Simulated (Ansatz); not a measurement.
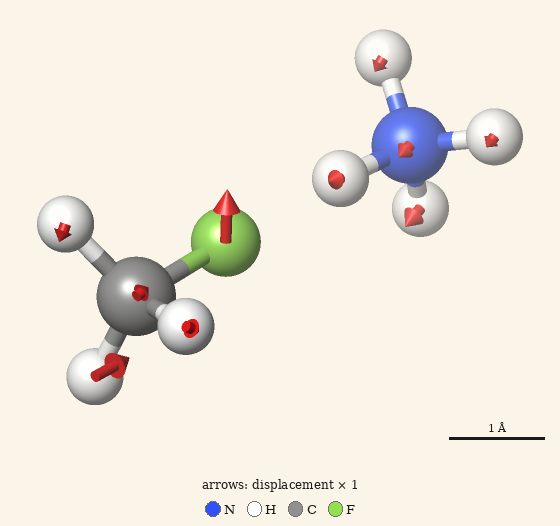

This is a relaxation of CH7FN (charge +1) (coarse preliminary run). The starting structure is drawn; red arrows show the displacements, at their true length. The two geometries are superimposed by the best rigid fit.

The picture is a ball-and-stick view, seen from a free direction.

All numbers below come from RKS PBE-D4/def2-SVP in Ansatz 0.2.0. Settings: force threshold 0.03 eV/Å; at most 250 steps.

> What did the optimiser do to the structure, and how much energy did it gain?

After 9 accepted moves (11 points after the start) the energy has fallen by 0.127 eV. Largest force component: 1.4 eV/Å at the start, 0.015 eV/Å at the end. The line search rejected the trial steps at points 5, 8 of the run. The forces were under the threshold at step 9, but the run went on from there. The F atom moves most after the best rigid fit: 0.59 Å. By element the largest moves are F 0.59 Å, H 0.57 Å, C 0.20 Å, N 0.20 Å. Near-neighbour distances that change, for instance: C–F 1.391 → 1.427 Å, H–N 1.041 → 1.071 Å, C–H 1.087 → 1.107 Å, H–N 1.027 → 1.035 Å. Cost: 6.5 s on 4 threads of Arm Neoverse V2, with other jobs on the host.
